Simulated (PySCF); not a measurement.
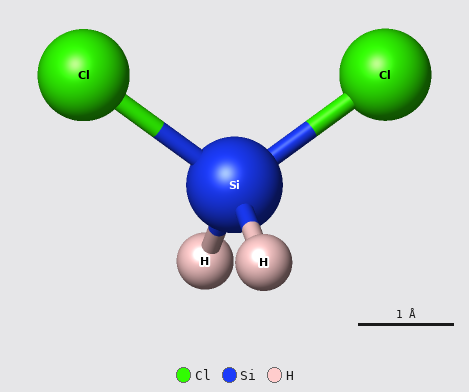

Figure 1. The structure as given in the input (ball-and-stick view, seen at a tilt). Bond lengths as drawn: Cl–Si 2.01 Å and H–Si 1.45 Å.

Geometry relaxation of SiH2Cl2

The run: geometry relaxation of SiH2Cl2 (dichlorosilane). Method and program: B3LYP/pcSseg-2 tight geometry optimisation and Hessian, gas phase (PySCF 2.14.0).

What the program printed
```
step   0  E = -32961.3160645 eV  max force = 0.82820
step   1  E = -32961.3583296 eV  max force = 0.19440
step   2  E = -32961.3602289 eV  max force = 0.01597
step   3  E = -32961.3602653 eV  max force = 0.00450
step   4  E = -32961.3602729 eV  max force = 0.00046
step   5  E = -32961.3602729 eV  max force = 0.00046
step   6  E = -32961.3602729 eV  max force = 0.00030
harmonic wavenumbers (cm-1): 187.0 514.4 573.2 597.6 714.6 885.5 963.3 2274.8 2289.1
```

Trajectory as extended XYZ (Å, eV, eV/Å), 7 frames, from step=0 to step=6
```
5
Properties=species:S:1:pos:R:3:forces:R:3 step=0 energy=-32961.31606
Cl   -1.5571    1.1367    0.0207   -0.7572   0.5305   0.0171
Si   -0.0031   -0.1369   -0.0118   -0.0428  -0.5621   0.0066
Cl    1.7175    0.8990   -0.0752    0.8282   0.4181  -0.0282
H    -0.0975   -0.9568   -1.2097   -0.0221  -0.1969  -0.2409
H    -0.0253   -0.9305    1.2073   -0.0062  -0.1895   0.2454
5
Properties=species:S:1:pos:R:3:forces:R:3 step=1 energy=-32961.35833
Cl   -1.6138    1.1469    0.0222    0.1504  -0.0930  -0.0039
Si   -0.0033   -0.1410   -0.0120    0.0141   0.1944  -0.0005
Cl    1.7752    0.9011   -0.0764   -0.1627  -0.0698   0.0049
H    -0.0988   -0.9613   -1.2260   -0.0005  -0.0159  -0.0046
H    -0.0248   -0.9342    1.2235   -0.0012  -0.0158   0.0041
5
Properties=species:S:1:pos:R:3:forces:R:3 step=2 energy=-32961.36023
Cl   -1.6014    1.1505    0.0219    0.0136  -0.0151  -0.0003
Si   -0.0032   -0.1389   -0.0119    0.0010   0.0127  -0.0009
Cl    1.7635    0.9063   -0.0764   -0.0160  -0.0123   0.0009
H    -0.0988   -0.9667   -1.2222    0.0005   0.0072  -0.0044
H    -0.0255   -0.9398    1.2198    0.0009   0.0075   0.0047
5
Properties=species:S:1:pos:R:3:forces:R:3 step=3 energy=-32961.36027
Cl   -1.6017    1.1479    0.0219   -0.0040   0.0045  -0.0001
Si   -0.0032   -0.1392   -0.0119   -0.0002  -0.0021   0.0005
Cl    1.7634    0.9037   -0.0763    0.0043   0.0044  -0.0003
H    -0.0988   -0.9640   -1.2242    0.0002  -0.0034   0.0026
H    -0.0252   -0.9370    1.2217   -0.0003  -0.0034  -0.0026
5
Properties=species:S:1:pos:R:3:forces:R:3 step=4 energy=-32961.36027
Cl   -1.6016    1.1487    0.0219   -0.0002  -0.0001  -0.0002
Si   -0.0032   -0.1390   -0.0119    0.0000  -0.0005   0.0000
Cl    1.7633    0.9045   -0.0763   -0.0001   0.0004   0.0000
H    -0.0988   -0.9649   -1.2235    0.0002   0.0000   0.0000
H    -0.0253   -0.9379    1.2211    0.0001   0.0002   0.0001
5
Properties=species:S:1:pos:R:3:forces:R:3 step=5 energy=-32961.36027
Cl   -1.6016    1.1487    0.0219   -0.0002  -0.0001  -0.0002
Si   -0.0032   -0.1390   -0.0119    0.0000  -0.0005   0.0000
Cl    1.7633    0.9045   -0.0763   -0.0001   0.0004   0.0000
H    -0.0988   -0.9649   -1.2235    0.0002   0.0000   0.0000
H    -0.0253   -0.9379    1.2211    0.0001   0.0002   0.0001
5
Properties=species:S:1:pos:R:3:forces:R:3 step=6 energy=-32961.36027
Cl   -1.6016    1.1487    0.0219   -0.0002  -0.0003  -0.0002
Si   -0.0032   -0.1390   -0.0119    0.0000   0.0000   0.0000
Cl    1.7633    0.9045   -0.0763   -0.0002   0.0003   0.0000
H    -0.0988   -0.9649   -1.2235    0.0002  -0.0001   0.0001
H    -0.0253   -0.9379    1.2211    0.0001   0.0001   0.0001
```

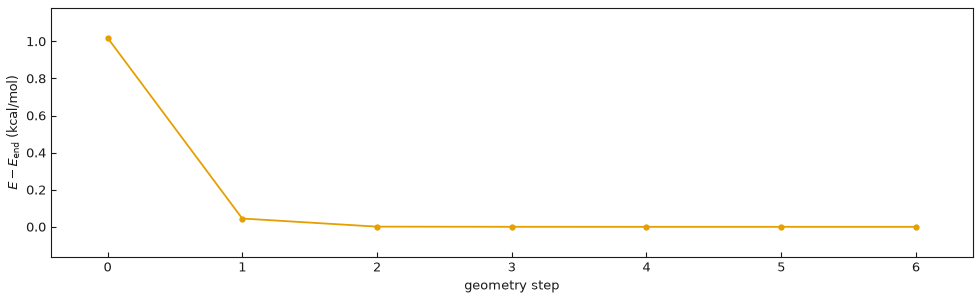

Figure 2. Progress of the relaxation, step by step (steps are counted from 0).

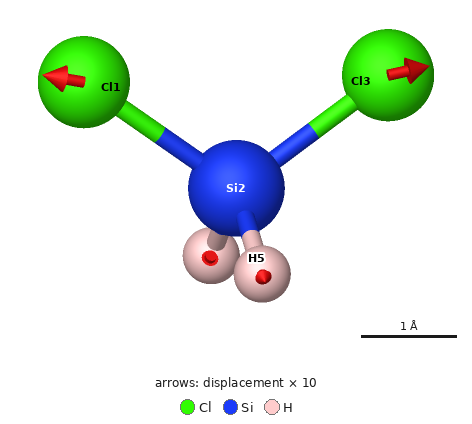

Figure 3. The starting structure with the displacements as red arrows, magnified 10 times (ball-and-stick view, seen at a tilt). The two geometries are laid on each other by the best rigid fit. The largest moves after the best rigid fit, 0.046 Å, are those of Cl1 and Cl3. By element the largest moves are Cl 0.046 Å, H 0.016 Å, Si 0.002 Å. Distances before and after: Cl1–Si2 2.010 → 2.053 Å, Si2–H4 1.455 → 1.469 Å. Over 6 geometry steps the energy falls by 1.02 kcal/mol. Largest force component: 0.83 eV/Å at the start, 0.0003 eV/Å at the end. (Atoms are counted from 1 in the order of the input.)

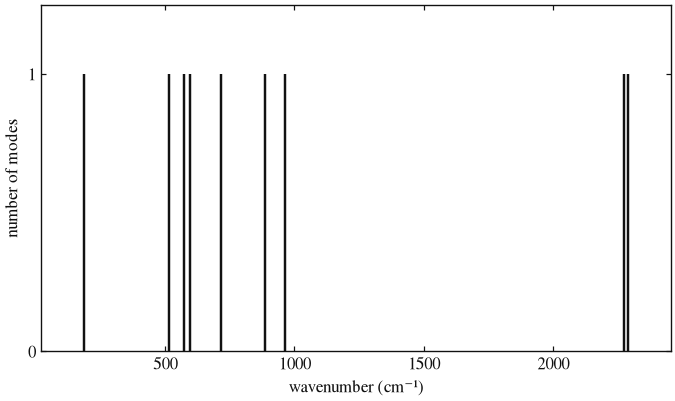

Figure 4. Harmonic vibrational wavenumbers from the force constants; neighbouring modes closer than 10 cm⁻¹ are counted in one stick. 9 modes from 187 to 2289 cm⁻¹, none imaginary.

This output came from the following input.

The input
```
{"job": {"xc": "B3LYP", "basis": "pcSseg-2", "grid": 2, "temperatures": [350, 1000], "kind": "geom"}, "charge": 0, "multiplicity": 1}
Cl    -1.557149     1.136690     0.020678
Si    -0.003060    -0.136946    -0.011782
Cl     1.717542     0.898976    -0.075183
H     -0.097523    -0.956785    -1.209737
H     -0.025322    -0.930525     1.207283
```

The first line tells a small driver script what to run in PySCF; the rest is the geometry in Å.

Launch command:
```bash
OMP_NUM_THREADS=1 python <driver script> task.json out
```

Results in brief

```json
{"quantity": "outcome", "value": "converged"}
{"quantity": "wavenumbers, lowest and highest", "value": "187 and 2289 cm⁻¹"}
{"quantity": "hardware", "value": "1 CPU thread, shared host"}
{"quantity": "wall time", "value": "3.2 min"}
{"quantity": "peak memory", "value": "0.61 GiB"}
```
